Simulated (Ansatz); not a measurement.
The parent structure is CsPbCl3 in the cubic perovskite structure (space group Pm-3m, No. 221; a = 5.619 Å). Axes: x, y, z lie along the cube axes.

Now apply this change: compressive biaxial strain of 0.35 % in the plane normal to [001], as in epitaxy on a mismatched substrate; the out-of-plane cell vector and the atoms relax.

Level of theory: PBEsol (Ansatz, a first-principles code), no SOC.

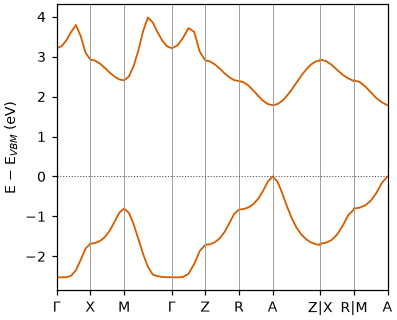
Figure. Highest valence and lowest conduction band along the path of the changed cell's own zone

Q: From the figure, how large is the changed gap, and is it direct?

A: About 1.8 eV, direct at A.

With Pb present, leaving out spin-orbit coupling can change the band edges. Stability against distortions was not tested. Many cubic perovskites are stable only at high temperature; tilts and polar distortions were not tested. This is not the structure that CsPbCl3 has at room temperature and ambient pressure. Labels are those of the standard path for the cell's own space group.
